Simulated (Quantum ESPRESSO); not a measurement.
# Voltage at the next charge: Ta(110), 5 layers against an electrode

Method. Quantum ESPRESSO 7.5, PBE, GBRV ultrasoft; ESM with bc3, a metal electrode 6.03 Å above the top atoms; cell area 7.747 Å²; ions fixed. V is the potential energy of an electron at the electrode over the slab's Fermi level, divided by e, so that it equals the work function at zero charge; positive charge removes electrons.

```tsv
charge (e a cell)	V (V)
0	4.771
0.0116	5.832
0.0232	6.909
```

To predict: What is V at a charge of 0.0465 e, and what capacitance do the rows imply?

**Fit.** The last two rows give dV/dq = (6.909 − 5.832)/(0.0232 − 0.0116) = 92.8 V/e, so C = 1602/(7.747 × 92.8) = 2.23 µF/cm², an effective gap of 8.854/2.23 = 3.97 Å. At constant C, V = 6.909 + 92.8 × 0.0233 = 9.07 V.

What the calculation gave: V = 9.115 V; the estimate misses by −0.04 V, 1.9 % of the step. Over the three intervals C goes 2.26, 2.23 and 2.18 µF/cm²: it falls as electrons leave, the surface charge drawing back towards the atoms.

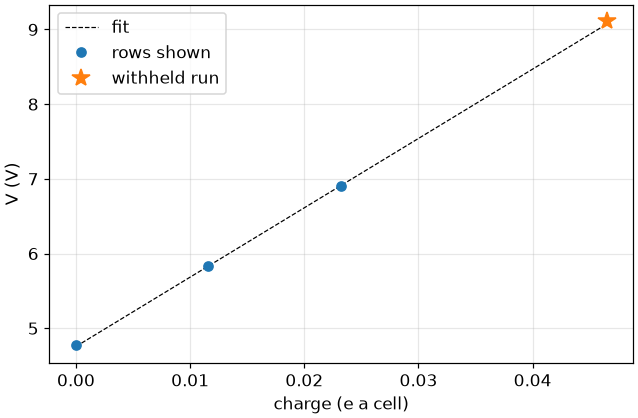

The rows shown, the fit and the withheld run.

Caveats: Vacuum fills the gap; a dielectric or electrolyte would change C. The slab is thin.

[Logs are printed without paths, hosts, clocks, repeated set-up lines and the standing remarks that a program may print on its own settings, such as how far it seeks lower states.]
